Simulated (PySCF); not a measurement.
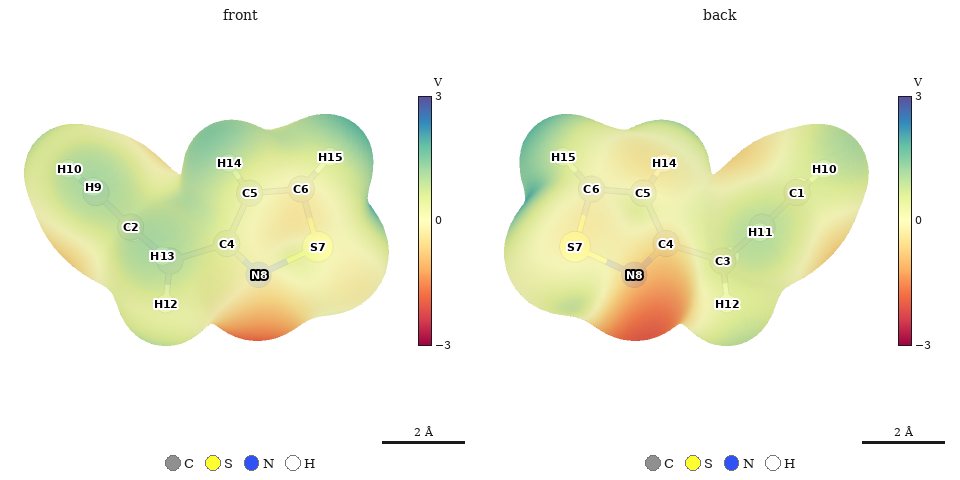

*C6H7NS. The electrostatic potential painted on the density surface at 0.004 e/bohr³, seen from the front and from behind; the colour scale runs from red (negative) to blue (positive).*

Geometry: GFN2-xTB, NEB image 0 of 0 to 8.

Method: PBE0/pcSseg-1, SCF density, gas phase, non-relativistic in PySCF.

```xyz
15

C    -2.4134    0.4988   -0.6279
C    -1.5914   -0.4629   -0.2540
C    -0.6923   -0.3891    0.9450
C     0.7362   -0.3824    0.4980
C     1.3565    0.6952   -0.1827
C     2.6475    0.3812   -0.4784
S     2.9968   -1.1979    0.0942
N     1.4988   -1.4267    0.6963
H    -2.5057    1.4169   -0.0698
H    -3.0369    0.4091   -1.5013
H    -1.5094   -1.3750   -0.8301
H    -0.8492   -1.2615    1.5821
H    -0.9013    0.5192    1.5142
H     0.8672    1.6198   -0.4256
H     3.3922    0.9631   -0.9819
```

Question: Describe the electrostatic potential map.

Answer: The most negative region (about −2.0 V) lies over N8, the most positive (about +1.8 V) over C6, S7 and H15. N8 is the likeliest acceptor of a hydrogen bond.

Question: How polar is the molecule by this calculation?

Answer: Its dipole moment is 2.21 D.
